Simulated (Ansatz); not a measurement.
# Profile along the Cd–Cd line in Cd (hcp, Mg type)

Cd (hcp, Mg type)

Space group P6₃/mmc (No. 194); a = 2.946 Å, b = 2.946 Å, c = 5.603 Å, α = 90.00°, β = 90.00°, γ = 120.00°

| atom | site | symmetry | x | y | z |
|---|---|---|---|---|---|
| Cd | 2d | -6m2 | 0.6667 | 0.3333 | 0.2500 |

Fields along a shortest Cd–Cd line of a (-1 1 0 2) plane (2.95 Å), from Cd to Cd, interpolated on the slice's grid (step about 0.2 Å). These are PBEsol (plane waves to 420 eV, PAW, scalar-relativistic; Ansatz, an electronic-structure program) values and carry that method's errors. k mesh 18×18×9. Near the nuclei the fields are pseudised (PAW); where an atom keeps semicore shells as valence, they peak there. Cd was relaxed with its symmetry unable to fall. The PAW data are Ansatz's earlier set.

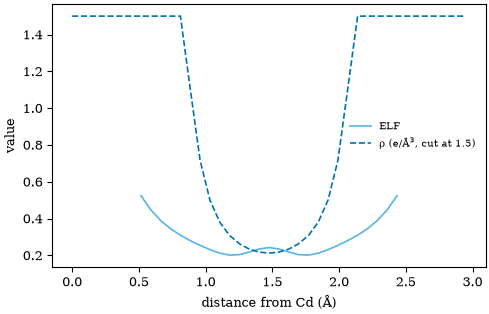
ELF (away from the nuclei) and valence density from Cd to Cd.

Density on the Cd–Cd line (2.95 Å) at its midpoint: 0.21 e/Å³. ELF at that point: 0.24.
